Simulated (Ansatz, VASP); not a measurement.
## Cross-check of LiCaCl3 between VASP and Ansatz

One calculation is typed for both programs; each brings its own data sets. How far apart do they land? The cell is invented: As first built, before any earlier steps moved the atoms (in the runner's words): it takes the KCaCl3 structure with some of its atoms replaced by other elements, volume scaled by an estimate. It may not be a known or stable phase. The cell is taken from a series of VASP runs on this material, whose earlier steps may have relaxed, scaled or displaced it; both programs get it as it stands. Other levels of theory on this material are compared in a session of their own. Valence electrons are named where the data sets of a main pair hold unlike numbers.

Calculated with Ansatz 0.2.0; plane waves, with VASP 6.6.1 beside it; single point at LDA.

**1. The starting structure**

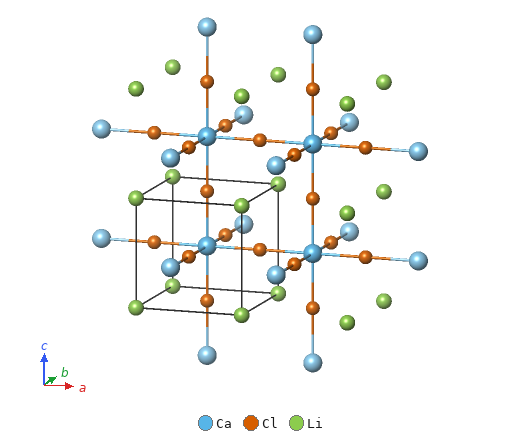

Start, viewed slightly off an axis; calcium blue, chlorine orange, lithium green. 2×1×2 cells are drawn. Some periodic images of atoms are drawn too.

**2. Ansatz: single point, LDA**

Ansatz runs on its default PAW (the set named soft_2) files.

With cell and atoms fixed, the geometry can't cause a difference; cores, projectors, grids and the points listed under the comparison can.

input.yaml reads:

```yaml
crystal:
  lattice:
    - [5.1905172462, 0.0, 0.0]
    - [0.0, 5.1905172462, 0.0]
    - [0.0, 0.0, 5.1905172462]
  atoms:
    - { symbol: Ca, position: [0.5, 0.5, 0.5] }
    - { symbol: Cl, position: [0.0, 0.5, 0.5] }
    - { symbol: Cl, position: [0.5, 0.0, 0.5] }
    - { symbol: Cl, position: [0.5, 0.5, 0.0] }
    - { symbol: Li, position: [0.0, 0.0, 0.0] }
hamiltonian:
  xc: lda
  pseudopotentials: { kind: paw }
kpoints:
  mp_grid: { grid: [5, 5, 5] }
scf:
  occupations: { method: gaussian, width: 0.05 }
  n_extra_bands: 5
output:
  forces: true
  stress: true
  eigenvalues: true
  write_density: true
  write_potential: true
  elf: true
  volumetric_format: npy
```

Command:

```bash
> ansatz run input.yaml --threads 2 --pin off --max-ram 4608MiB --backend cpu --events-out ev --progress --plain --runs-dir out
```

Numbers of over 12 decimals in the logs are rounded to 6 here.

Log:

```text
scf.n_extra_bands = 5 over 17 filled bands (N_el = 34.0): the run solves 22 bands
Engine: ansatz 0.2.0, aarch64-unknown-linux-gnu
Pseudopotentials: kind: paw
Pseudopotential: Ca, paw, valence charge 10, recommended cutoff 420 eV (normal), Ca.paw.azcp
Pseudopotential: Cl, paw, valence charge 7, recommended cutoff 420 eV (normal), Cl.paw.azcp
Pseudopotential: Li, paw, valence charge 3, recommended cutoff 420 eV (normal), Li.paw.azcp
Functional definition: SPW92
  exchange = slater_x
  correlation = pw_c
Crystal: 5 atoms, lattice volume = 139.840 Å³
Basis set: ecut = 420 eV, 2777 PW (Γ)
Bands: 22, of which v1, the nominal top of the filled ones, is band 17 counted from 1 (16 counted from 0)
Symmetry: 48 space group operations
Space group: Pm-3m (ITA 221), of the structure as read, at distance tolerance 5.2e-5 Å
k-points: 10 of 125
Non-local potential: Ca, projectors of the file, l = 0: 3, l = 1: 2, l = 2: 2
Non-local potential: Cl, projectors of the file, l = 0: 2, l = 1: 2, l = 2: 2
Non-local potential: Li, projectors of the file, l = 0: 3, l = 1: 2, l = 2: 1
PAW form: soft (Blöchl's): semilocal exchange-correlation on the pseudo side does not see the compensation charge
PAW frozen core: Ca, regenerated for the run's functional, and the local potential with it (the file was generated under x = pbe(κ = 0.804, μ = 0.219515), c = pbe(β = 0.066725))
PAW frozen core: Cl, regenerated for the run's functional, and the local potential with it (the file was generated under x = pbe(κ = 0.804, μ = 0.219515), c = pbe(β = 0.066725))
PAW one-centre angular grid: Ca, 110 points (default); XC on 64 Gauss nodes
PAW one-centre angular grid: Cl, 110 points (default); XC on 64 Gauss nodes
PAW one-centre angular grid: Li, 110 points (default); XC on 64 Gauss nodes
Initial density: superposition of atomic densities (neutral atoms: chi_scale 0, normalization atom), corrected by the library's trained network
Initial wavefunctions: pseudopotential atomic-orbital guess
Functional: x = slater, c = lda
SCF iter   1: F=—  HF=-5115.812697 eV  |F-HF|=—  |Δ(HF+E_count)|=         —  Δρ=5.79e-3  dr2=5.04e-2  ethr=1.77e-3  ⟨swp⟩=9.5  Hψ=1325  notcnv=0
preconditioner: auto → Resta (q_TF=auto, 2.155 Å⁻¹)  ε∞=2.7  [insulator: Δε(μ)=3.526 eV  Ē_g=13.081 eV  σ=0.050 eV  W_gap=1.00  n_scr=26 (ndim 8)  ℏωp=17.2 eV  f_vac=0.176  D(μ)=0.00/eV (n_scr^D=0)  ε∞_Penn≈2.7]
SCF iter   2: F=—  HF=-5115.796624 eV  |F-HF|=—  |Δ(HF+E_count)|=   1.61e-2  Δρ=2.88e-3  dr2=9.69e-3  ethr=1.48e-4  ⟨swp⟩=2.9  Hψ=487  notcnv=0  defer=2
SCF iter   3: F=—  HF=-5115.793503 eV  |F-HF|=—  |Δ(HF+E_count)|=   3.12e-3  Δρ=5.01e-4  dr2=4.10e-4  ethr=2.85e-5  ⟨swp⟩=2.8  Hψ=317  notcnv=0  defer=3
SCF iter   4: F=—  HF=-5115.793461 eV  |F-HF|=—  |Δ(HF+E_count)|=   4.16e-5  Δρ=8.87e-5  dr2=2.78e-5  ethr=1.21e-6  ⟨swp⟩=1.0  Hψ=210  notcnv=0  defer=3
SCF iter   5: F=—  HF=-5115.793460 eV  |F-HF|=—  |Δ(HF+E_count)|=   1.03e-6  Δρ=2.13e-5  dr2=1.40e-6  ethr=8.17e-8  ⟨swp⟩=2.1  Hψ=383  notcnv=0  defer=5
SCF iter   6: F=-5115.793461 eV  HF=-5115.793461 eV  |F-HF|=1.30e-8  |Δ(HF+E_count)|=   2.57e-7  Δρ=4.04e-6  dr2=2.90e-8  ethr=2.94e-10  ⟨swp⟩=10.8  Hψ=1582  notcnv=0
SCF 1 converged in 6 iterations: F = -5115.793461 eV  dr2 = 2.90e-8
  greatest PAW one-centre occupation: 0.999 electrons in one spin orbital (limit 2), on the Li atom at site 4 (counted from 0), in its partial waves of l = 0
SCF converged after 6 iterations
Free energy (F): -5115.793461 eV
Harris-Foulkes:  -5115.793461 eV  (|F-HF|=1.30e-8)
Internal energy: -5115.793461 eV  (E = F + TS)
E sigma→0 (E₀):  -5115.793461 eV
Fermi energy:    2.460979 eV
--- Per-component energies (eV) ---
  E_band       = -352.196135
  E_kinetic    = 784.034024
  E_local      = -2122.005482  (includes V_loc(G=0)·N_el)
  E_nonlocal   = 124.550333
  E_hartree    = 741.269460
  E_xc         = -464.276883
  E_vxc        = -549.131538  (∫ρ·V_xc dr)
  E_paw        = -2710.693939  (= ΣΔE_a)
  E_vpaw       = -72.184325  (= ΣTr[D̂ρ^β])
  E_aug_tail   = 0.000310  (compensation charges beyond the density's cutoff)
  E_ewald      = -1469.525926
  E_core_change = 0.854641  (= ΣΔE_core)
  E_smearing   = -0.000000  (= −TS)
  E_closure    = 0.000000  (closes the sum)
  Σ components = -5115.793461   (vs F -5115.793461, Δ=0.00e0)
--- Forces (eV/Å), atoms counted from 1 ---
  atom   1  Ca     0.00000000    -0.00000000     0.00000000
  atom   2  Cl     0.00000000    -0.00000000     0.00000000
  atom   3  Cl     0.00000000    -0.00000000     0.00000000
  atom   4  Cl    -0.00000000     0.00000000     0.00000000
  atom   5  Li    -0.00000000    -0.00000000    -0.00000000
  max |Σ_I F_I| component: 5.89e-29 eV/Å
--- Stress (GPa, compression-positive) ---
       -0.114042      -0.000000       0.000000
        0.000000      -0.114042       0.000000
       -0.000000       0.000000      -0.114042
  P = ⅓ Tr σ = -0.1140 GPa (-1.140 kbar)
--- Band table (eV; the first three rows and the last of 10) ---
  k-point 0: bands = [... 13 lower, 0.0645, 0.3800, 0.3800, 0.3800, 4.2877, 6.1732, 6.1732, 6.1732, ... 1 higher]
  k-point 1: bands = [... 13 lower, -0.0457, 0.0063, 0.3242, 0.3242, 4.6728, 6.2121, 6.5402, 6.5402, ... 1 higher]
  k-point 2: bands = [... 13 lower, -0.3324, -0.0841, 0.2937, 0.2937, 5.5435, 6.2781, 6.5827, 7.1643, ... 1 higher]
  k-point 9: bands = [... 13 lower, -0.8834, 0.5909, 0.5909, 0.6328, 5.4488, 7.3935, 8.0149, 8.0149, ... 1 higher]
```

Elapsed: 1.4 s, on 2 threads of Arm Neoverse V1, shared host; peak memory 0.35 GiB; 2.6 s of CPU time.

Reading the cycles: dr2 is the Hartree energy of the density residual (eV), the measure of convergence; HF is the Harris–Foulkes estimate of the energy, which meets the free energy F at convergence.

The run ends at a pressure of -0.11 GPa.

**3. VASP: single point, LDA**

The same cell, functional (in two slightly different forms), mesh and smearing now go to VASP, with its own data sets.

Lines of VASP's logs that name or quote its potential files are left out, and so is its time.

INCAR reads:

```
SYSTEM = LiCaCl3
PREC = Accurate
ENCUT = 650
EDIFF = 1E-06
NELM = 100
ISMEAR = 0
SIGMA = 0.05
LREAL = .FALSE.
ALGO = Normal
GGA = CA
NBANDS = 23
LORBIT = 11
LWAVE = .FALSE.
LCHARG = .TRUE.
ISIF = 2
LELF = .TRUE.
LVHAR = .TRUE.
```

POSCAR reads:

```
LiCaCl3
1.0
    5.1905172462      0.0000000000      0.0000000000
    0.0000000000      5.1905172462      0.0000000000
    0.0000000000      0.0000000000      5.1905172462
Ca Cl Li
1 3 1
Direct
    0.5000000000      0.5000000000      0.5000000000
    0.0000000000      0.5000000000      0.5000000000
    0.5000000000      0.0000000000      0.5000000000
    0.5000000000      0.5000000000      0.0000000000
    0.0000000000      0.0000000000      0.0000000000
```

KPOINTS reads:

```
Automatic mesh
0
Gamma
5 5 5
0 0 0
```

PAW data sets: Ca_sv, Cl and Li_sv (LDA family, release 64).

Command:

```bash
> mpirun -np 2 vasp_std
```

Log:

```text
[banner, memory and clock lines left out]
running    2 mpi-ranks, on    1 nodes
 distrk:  each k-point on    2 cores,    1 groups
 distr:  one band on    1 cores,    2 groups

 POSCAR found type information on POSCAR CaClLi
 POSCAR found :  3 types and       5 ions
 LDA part: xc-table for (Slater(with rela. corr.)+CA(PZ))
 , standard interpolation
|                                                                             |
|           W    W    AA    RRRRR   N    N  II  N    N   GGGG   !!!           |
|           W    W   A  A   R    R  NN   N  II  NN   N  G    G  !!!           |
|           W    W  A    A  R    R  N N  N  II  N N  N  G       !!!           |
|           W WW W  AAAAAA  RRRRR   N  N N  II  N  N N  G  GGG   !            |
|           WW  WW  A    A  R   R   N   NN  II  N   NN  G    G                |
|           W    W  A    A  R    R  N    N  II  N    N   GGGG   !!!           |
|                                                                             |
|     The number of bands has been changed from the values supplied in        |
|     The orbitals not found in the WAVECAR file will be initialized with     |
|     random numbers, which is usually adequate. For correlated               |
|     calculations, however, you should redo the groundstate calculation.     |
|     I found NBANDS = 23. Now, NBANDS = 24.                                  |
|                                                                             |

 POSCAR, INCAR and KPOINTS ok, starting setup
 FFT: planning ... GRIDC
 FFT: planning ... GRID_SOFT
 FFT: planning ... GRID
 WAVECAR not read
 entering main loop
       N       E                     dE             d eps       ncg     rms          rms(c)
DAV:   1     0.302691473085E+03    0.30269E+03   -0.16272E+04   480   0.148E+03
DAV:   2     0.338396502732E+01   -0.29931E+03   -0.29011E+03   680   0.331E+02
DAV:   3    -0.197747668405E+02   -0.23159E+02   -0.23074E+02   664   0.834E+01
DAV:   4    -0.213869714485E+02   -0.16122E+01   -0.16094E+01   904   0.172E+01
DAV:   5    -0.214120298650E+02   -0.25058E-01   -0.25057E-01   608   0.214E+00    0.539E+00
DAV:   6    -0.206760633158E+02    0.73597E+00   -0.10219E+00   608   0.417E+00    0.368E+00
DAV:   7    -0.204380865243E+02    0.23798E+00   -0.41521E-01   616   0.312E+00    0.154E+00
DAV:   8    -0.204099546060E+02    0.28132E-01   -0.70004E-02   768   0.158E+00    0.277E-01
DAV:   9    -0.204095736939E+02    0.38091E-03   -0.58444E-03   616   0.496E-01    0.167E-01
DAV:  10    -0.204097031795E+02   -0.12949E-03   -0.57106E-04   792   0.149E-01    0.317E-02
DAV:  11    -0.204096777712E+02    0.25408E-04   -0.20619E-04   632   0.115E-01    0.857E-03
DAV:  12    -0.204096802353E+02   -0.24641E-05   -0.23570E-05   752   0.265E-02    0.578E-03
DAV:  13    -0.204096804893E+02   -0.25397E-06   -0.90700E-07   448   0.744E-03
   1 F= -.20409680E+02 E0= -.20409680E+02  d E =-.234309E-17
```

From OUTCAR (step 3):

```text
ion  position               nearest neighbor table
   1  0.500  0.500  0.500-   2 2.60   3 2.60   4 2.60   4 2.60   3 2.60   2 2.60
   2  0.000  0.500  0.500-   1 2.60   1 2.60
   3  0.500  0.000  0.500-   1 2.60   1 2.60
   4  0.500  0.500  0.000-   1 2.60   1 2.60
   5  0.000  0.000  0.000-

  LATTYP: Found a simple cubic cell.
 ALAT       =     5.1905172462

 Subroutine GETGRP returns: Found 48 space group operations
 (whereof 48 operations were pure point group operations)

The static configuration has the point symmetry O_h .

 Found     10 irreducible k-points:

   k-points           NKPTS =     10   k-points in BZ     NKDIM =     10   number of bands    NBANDS=     24

   dimension x,y,z NGX =    48 NGY =   48 NGZ =   48
   dimension x,y,z NGXF=    96 NGYF=   96 NGZF=   96

   ENCUT  =  650.0 eV  47.77 Ry    6.91 a.u.  10.79 10.79 10.79*2*pi/ulx,y,z

   NELECT =      34.0000    total number of electrons

 k-points in reciprocal lattice and weights: Automatic mesh
   0.00000000  0.00000000  0.00000000       0.008
   0.20000000  0.00000000  0.00000000       0.048
   0.40000000  0.00000000  0.00000000       0.048
   0.20000000  0.20000000  0.00000000       0.096
   0.40000000  0.20000000  0.00000000       0.192
   0.40000000  0.40000000  0.00000000       0.096
   0.20000000  0.20000000  0.20000000       0.064
   0.40000000  0.20000000  0.20000000       0.192
   0.40000000  0.40000000  0.20000000       0.192
   0.40000000  0.40000000  0.40000000       0.064

 average (electrostatic) potential at core
       1 -46.9456       2 -97.9368       3 -97.9368       4 -97.9368       5 -69.4809

 E-fermi :  -0.6306

 k-point     1 :       0.0000    0.0000    0.0000
  band No.  band energies     occupation
    ...
     13      -1.4917      2.00000
     14      -1.4917      2.00000
     15      -1.1688      2.00000
     16      -1.1688      2.00000
     17      -1.1688      2.00000
     18       2.7383      0.00000
     19       4.6339      0.00000
     20       4.6339      0.00000
     21       4.6339      0.00000
     22       6.4152      0.00000
    ...

 k-point     2 :       0.2000    0.0000    0.0000
  band No.  band energies     occupation
    ...
     13      -1.6020      2.00000
     14      -1.5986      2.00000
     15      -1.5500      2.00000
     16      -1.2252      2.00000
     17      -1.2252      2.00000
     18       3.1229      0.00000
     19       4.6729      0.00000
     20       5.0016      0.00000
     21       5.0016      0.00000
     22       6.0911      0.00000
    ...

 k-point     3 :       0.4000    0.0000    0.0000
  band No.  band energies     occupation
    ...
     13      -1.8896      2.00000
     14      -1.8896      2.00000
     15      -1.6406      2.00000
     16      -1.2568      2.00000
     17      -1.2568      2.00000
     18       3.9928      0.00000
     19       4.7391      0.00000
     20       5.0318      0.00000
     21       5.6232      0.00000
     22       5.6232      0.00000
    ...

  Total        0.0157567      0.0157567      0.0157567     -0.0000000      0.0000000      0.0000000
  in kB        0.1805276      0.1805276      0.1805276     -0.0000000      0.0000000      0.0000000
  external PRESSURE =       0.1805276 kB  Pullay stress =       0.0000000 kB

  energy-cutoff  :      650.00
  volume of cell :      139.84
      direct lattice vectors                 reciprocal lattice vectors
     5.190517246  0.000000000  0.000000000     0.192659027  0.000000000  0.000000000
     0.000000000  5.190517246  0.000000000     0.000000000  0.192659027  0.000000000
     0.000000000  0.000000000  5.190517246     0.000000000  0.000000000  0.192659027

 POSITION                                       TOTAL-FORCE (eV/Angst)
 -----------------------------------------------------------------------------------
      2.59526      2.59526      2.59526         0.000000      0.000000      0.000000
      0.00000      2.59526      2.59526         0.000000      0.000000      0.000000
      2.59526      0.00000      2.59526         0.000000      0.000000      0.000000
      2.59526      2.59526      0.00000         0.000000      0.000000      0.000000
      0.00000      0.00000      0.00000         0.000000      0.000000      0.000000
 -----------------------------------------------------------------------------------
    total drift:                                0.000000     -0.000000     -0.000000

  FREE ENERGIE OF THE ION-ELECTRON SYSTEM (eV)
  ---------------------------------------------------
  free  energy   TOTEN  =       -20.4096804893 eV

  energy  without entropy=      -20.4096804893  energy(sigma->0) =      -20.40968049

 total charge
# of ion       s       p       d       tot
------------------------------------------
    1        2.040   5.871   0.301   8.212
    2        1.589   3.557   0.000   5.145
    3        1.589   3.557   0.000   5.145
    4        1.589   3.557   0.000   5.145
    5        1.984   0.005   0.000   1.989
--------------------------------------------------
tot          8.791  16.545   0.301  25.637

[... 3 further parts left out ...]
```

The run ends at a pressure of 0.02 GPa.

**4. Comparison**

Known differences besides the potentials themselves: the two LDA forms differ slightly; the cutoff is 420 eV in Ansatz and 650 eV in VASP; VASP's log shows a relativistic correction to its local exchange, Ansatz's none. Total energies have different zeros and are not compared.

Compared:

| quantity | Ansatz | VASP | difference |
| --- | --- | --- | --- |
| pressure (GPa) | -0.11 | 0.02 | -0.13 |
| gap on the k mesh (eV) | 3.655 | 3.662 | -0.007 |

A gap on the mesh is an upper bound, since the band edges may lie between its points.

**5. Summary of results**

```
difference in gap on the k mesh (single point, LDA) : -0.0068 eV
```

**Reading.** The difference in gap on the k mesh is -0.0068 eV (single point, LDA), within the 0.08 eV picked in this series as the mark of a large difference. 6 further runs of this series are not shown here. How closely two codes agree says nothing of how well the functional describes the real material.

[Lines on the potential files, build, host, timing and source positions are cut from VASP's logs without a mark.]

[Logs are printed without paths, hosts, clocks, repeated set-up lines and the standing remarks that a program may print on its own settings, such as how far it seeks lower states.]

[Hosts, paths, dates, database ids (printed as entryN), source tags and the programs' standing remarks are cut or masked in the printed files.]
